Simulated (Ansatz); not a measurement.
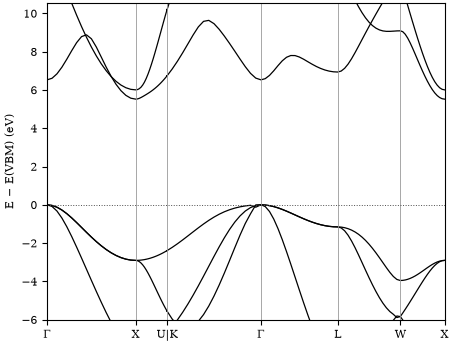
*Band structure from r²SCAN in the plane-wave PAW code Ansatz*

Q: Read off the gap and where the band edges lie.

A: About 5.5 eV (5.52 eV by a search for the band edges); maximum at Γ, minimum at X.

The material is AlN (rock salt, Fm-3m).

This is a known high-pressure phase of the composition, computed here at zero pressure and temperature. The cell was relaxed with r²SCAN under the symmetry of its start; phonons on a q-mesh show no instability.

Potentials: the later of the program's two PAW sets.
